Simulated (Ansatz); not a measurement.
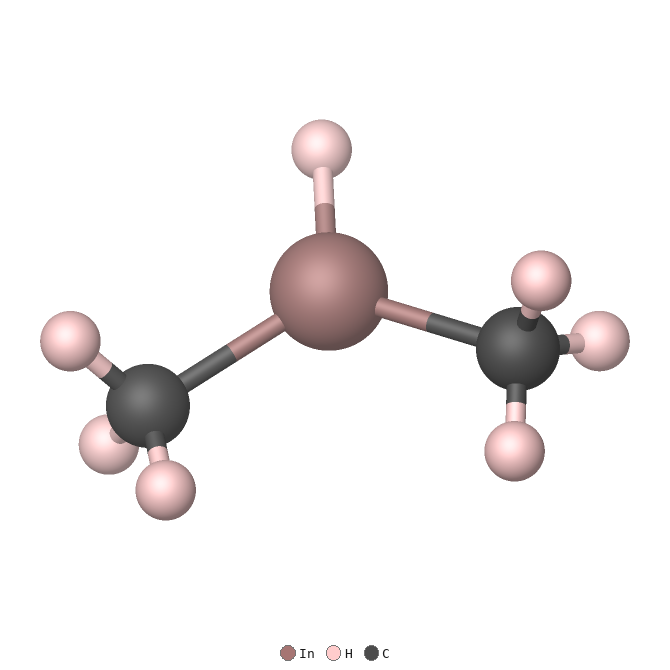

Ball-and-stick drawing of a structure.

> What is the molecular formula?

C2H7In, 10 atoms: 2 carbon, 7 hydrogen and 1 indium.

> How many bonds of each kind are drawn?

6 C–H, 2 C–In, 1 In–H. Sticks follow a distance rule.

More results for the same structure follow; atom numbers are the same in all pictures, views and colours differ. The computed structure is the end point of a PBE0-D4/def2-TZVP optimisation.

### Dipole moment

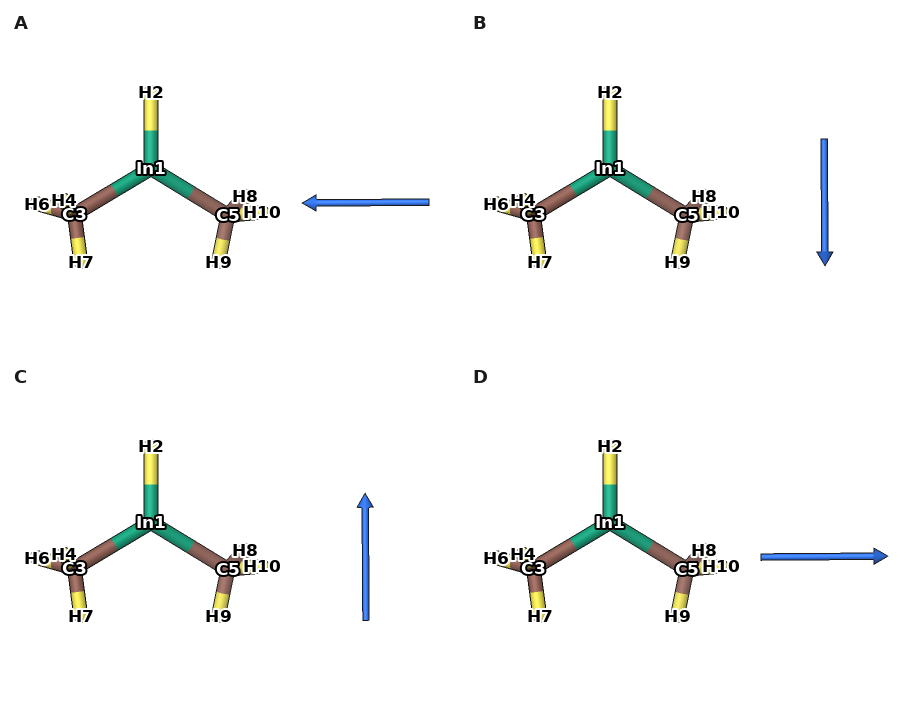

The same molecule four times, each with an arrow. Properties computed with RKS PBE0-D4/def2-TZVP, core potentials on In (Ansatz 0.2.0).

> Which arrow points along the dipole moment, from the negative to the positive end?

B. The dipole moment is 0.58 D; it points from the side of H2 to the side of H7, H9 (the outermost atoms at the two ends).

### Electronic properties

Properties computed with RKS PBE0-D4/def2-TZVPP, core potentials on In (Ansatz 0.2.0).

Computed properties:

- HOMO energy (Kohn–Sham orbital): −7.20 eV
- LUMO energy (Kohn–Sham orbital): −1.19 eV
- HOMO–LUMO gap: 6.01 eV
- dispersion correction: −11.9 kJ/mol

### Charges

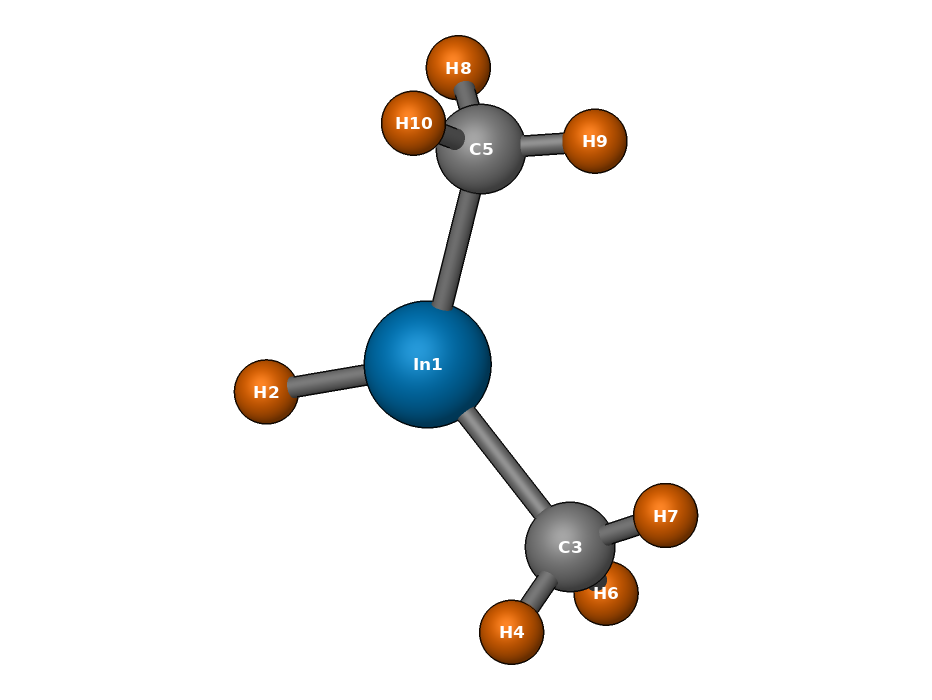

The questions are on Mulliken charges. Method: RKS PBE0-D4/def2-TZVP, core potentials on In (Ansatz 0.2.0).

Give the Mulliken charges atom by atom.

```
atom  value (e)
 In1       0.66
  H2      −0.13
  C3      −0.69
  H4       0.14
  C5      −0.69
  H6       0.14
  H7       0.14
  H8       0.14
  H9       0.14
 H10       0.14
```

Mulliken values depend strongly on the basis set and can even reverse the polarity of a bond.
